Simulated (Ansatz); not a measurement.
# BHOF2 (SMILES OB(F)F): RPA@PBE0/def2-SVPD

What is the electronic atomisation energy of BHOF2 at RPA@PBE0/def2-SVPD? 

The results are computed with Ansatz 0.2.0.

63 further runs of the same task are left out: 63 set aside as unsound or not needed.

## Step 1: The system as given

BHOF2 has 5 atoms, charge 0, and is taken as a singlet. SMILES: `OB(F)F`. Geometry: relaxed at PBE0-D4/def2-TZVP.

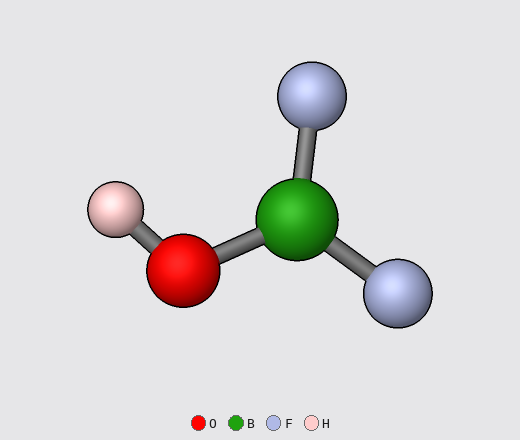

Viewed from a chosen angle; oxygen red, boron green, fluorine light blue, hydrogen pink.

## Step 2: The energy at RPA@PBE0/def2-SVPD

Contents of in.yaml:

```yaml
crystal:
  periodic: [false, false, false]
  atoms:
    - {symbol: O, position_ang: [0.038630, 1.000750, 0.174310]}
    - {symbol: B, position_ang: [0.105760, -0.342460, 0.137210]}
    - {symbol: F, position_ang: [0.731030, -0.986880, 1.100700]}
    - {symbol: F, position_ang: [-0.439530, -1.051930, -0.843330]}
    - {symbol: H, position_ang: [-0.435890, 1.380520, -0.568880]}
basis:
  gaussian:
    orbitals: def2-SVPD
hamiltonian:
  xc: pbe0
correlation:
  method: rpa
  frozen_orbitals: {B: 1, F: 1, H: 0, O: 1}
accuracy: high
```

Command:

```console
$ ansatz run in.yaml --threads 1 --pin off --max-ram 3480MiB --events-out events.jsonl --progress --plain --runs-dir runs
```

The program printed:

```text
Warning: RAYON_NUM_THREADS=1 ignored (pool sized by the plan → 1); use --threads N
Functional definition: PBE0
  name "PBE0"
  parameter a = 0.25
  parameter kappa = 0.804
  parameter beta = 0.06672455060314922
  exchange = (1 - a)*pbe_x(kappa = kappa, mu = beta*pi^2/3) + a*exact_x
  correlation = pbe_c(beta = beta)
1902 factors; integrals over basis functions are off by at most 3.2e-9 eV
mean field evaluation 1: about -8159.4899 eV, gradient 5.5e1 eV
mean field evaluation 2: about -8159.4912 eV, gradient 5.5e1 eV
mean field evaluation 4: about -8164.1494 eV, gradient 5.9e0 eV
mean field evaluation 8: about -8164.2089 eV, gradient 3.8e-1 eV
mean field evaluation 16: about -8164.2092 eV, gradient 1.1e-6 eV
mean field -8164.20915144 eV, -300.0291524156 hartree, gradient 1.6e-8 eV, S^2 0.000000; 0 other end points of the search recorded, 0 dependent functions left out
4 core orbitals not correlated: weight in the atoms' cores, before any rotation towards them, 1.000 or more for the frozen orbitals, at most 0.000 for the correlated occupied ones
reference -8135.03869277 eV, -298.9571578322 hartree; 12, 12 occupied and 81, 81 virtual orbitals, 1902 factors
Total energy: -8159.15346094 eV, -299.8433592168 hartree
```

It took 8.7 s on 1 thread of Arm Neoverse V2, shared host; peak memory 0.3 GiB.

## Step 3: The B atom

Contents of molecule.yaml:

```yaml
crystal:
  periodic: [false, false, false]
  atoms:
    - {symbol: B, position_ang: [0.000000, 0.000000, 0.000000]}
basis:
  gaussian:
    orbitals: def2-SVPD
magnetization:
  spin_polarized: true
  initial_magnetization: 1
correlation:
  method: rpa
  frozen_orbitals: {B: 1}
hamiltonian:
  xc: {name: PBE0}
accuracy: high
```

Run the same way, it converges to -24.58940 Eh (log not shown).

## Step 4: The F atom, same level

Contents of run.yaml:

```yaml
crystal:
  periodic: [false, false, false]
  atoms:
    - {symbol: F, position_ang: [0.000000, 0.000000, 0.000000]}
basis:
  gaussian: {orbitals: def2-SVPD}
magnetization: {spin_polarized: true, initial_magnetization: 1}
hamiltonian: {xc: {name: PBE0}}
correlation: {method: rpa, frozen_orbitals: {F: 1}}
accuracy: high
```

Command:

```console
$ ansatz run run.yaml --threads 1 --pin off --max-ram 3480MiB --events-out events.jsonl --progress --plain --runs-dir runs
```

The program printed (excerpt; [...] marks lines left out):

```text
Warning: RAYON_NUM_THREADS=1 ignored (pool sized by the plan → 1); use --threads N
[... 7 set-up lines as earlier in the session ...]
194 factors; integrals over basis functions are off by at most 1.8e-9 eV
mean field evaluation 1: about -2709.0846 eV, gradient 4.7e0 eV
mean field evaluation 2: about -2709.0845 eV, gradient 4.7e0 eV
mean field evaluation 4: about -2709.1506 eV, gradient 1.1e0 eV
mean field evaluation 8: about -2709.1542 eV, gradient 3.6e-4 eV
mean field -2709.15418534 eV, -99.5595799804 hartree, gradient 5.2e-8 eV, S^2 0.751618; 0 other end points of the search recorded, 0 dependent functions left out
1 core orbitals not correlated: weight in the atoms' cores, before any rotation towards them, 1.000 or more for the frozen orbitals, at most 0.000 for the correlated occupied ones
reference -2701.74132334 eV, -99.2871623266 hartree; 4, 3 occupied and 18, 19 virtual orbitals, 194 factors
Total energy: -2707.74148119 eV, -99.5076640607 hartree
```

Wall time 0.36 s (1 thread of Arm Neoverse V2, shared host).

## Step 5: The H atom at the same level

Contents of job.yaml:

```yaml
crystal:
  periodic: [false, false, false]
  atoms:
    - {symbol: H, position_ang: [0.000000, 0.000000, 0.000000]}
basis:
  gaussian:
    orbitals: def2-SVPD
magnetization:
  spin_polarized: true
  initial_magnetization: 1
hamiltonian:
  xc: {name: PBE0}
correlation:
  method: rpa
  frozen_orbitals: {H: 0}
accuracy: high
```

Run the same way, it converges to -0.51299 Eh (log not shown).

## Step 6: The O atom at the same level

Contents of input.yaml:

```yaml
crystal:
  periodic: [false, false, false]
  atoms:
    - symbol: O
      position_ang: [0.000000, 0.000000, 0.000000]
basis:
  gaussian: {orbitals: def2-SVPD}
magnetization: {spin_polarized: true, initial_magnetization: 2}
hamiltonian: {xc: {name: PBE0}}
correlation: {method: rpa, frozen_orbitals: {O: 1}}
accuracy: high
```

Run the same way, it converges to -74.90245 Eh (log not shown).

## Step 7: Outcome

Level: RPA@PBE0/def2-SVPD, 4 core orbitals frozen.

```
                                  quantity          value
                    molecule: total energy  -299.84336 Eh
molecule: RPA correlation energy (valence)     -886.2 mEh
                      B atom: total energy   -24.58940 Eh
  B atom: RPA correlation energy (valence)      -89.3 mEh
 B atom: ⟨S²⟩ of the reference determinant          0.754
                      F atom: total energy   -99.50766 Eh
  F atom: RPA correlation energy (valence)     -220.5 mEh
 F atom: ⟨S²⟩ of the reference determinant          0.752
                      H atom: total energy    -0.51299 Eh
            H atom: RPA correlation energy      -13.7 mEh
 H atom: ⟨S²⟩ of the reference determinant          0.750
                      O atom: total energy   -74.90245 Eh
  O atom: RPA correlation energy (valence)     -180.4 mEh
 O atom: ⟨S²⟩ of the reference determinant          2.004
             electronic atomisation energy      22.400 eV
```

Taking the molecule apart into free atoms costs 22.40 eV (2161 kJ/mol), before zero-point energy and without spin-orbit coupling.
